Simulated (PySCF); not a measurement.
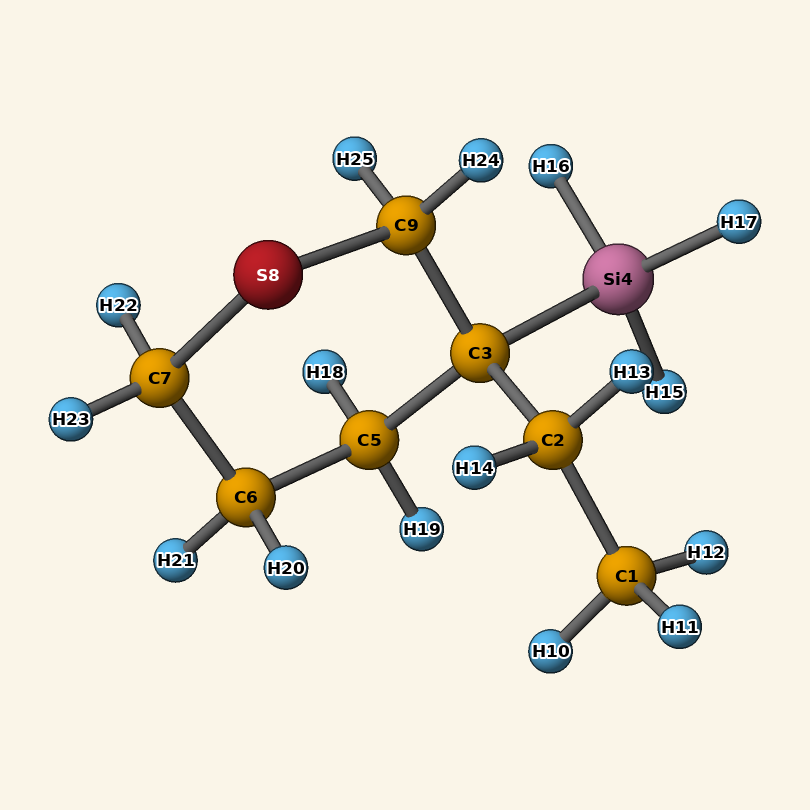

The questions are on isotropic NMR shieldings of the H atoms. The computed structure is the end point of a GFN2-xTB optimisation. No frequency run is at hand to confirm it as a minimum. Method: GIAO PBE0/pcSseg-1 NMR shielding, non-relativistic, gas phase (PySCF 2.14.0).

Which H atom is the most shielded (lowest chemical shift)?

H12 (30.89 ppm).

Which H atom is the least shielded (highest chemical shift)?

H15 (27.89 ppm).

How wide is the range of H shifts?

3.00 ppm.

List the isotropic NMR shieldings of the H atoms.

```tsv
atom	σ (ppm)
H10	30.75
H11	30.51
H12	30.89
H13	30.63
H14	28.44
H15	27.89
H16	28.23
H17	28.13
H18	30.51
H19	29.87
H20	29.85
H21	30.19
H22	29.11
H23	29.28
H24	29.40
H25	28.67
```

The geometry is semi-empirical. Around Si such bond lengths and angles can be off by a tenth of an ångström or more and by several degrees, and values that hang on the shape move with them.
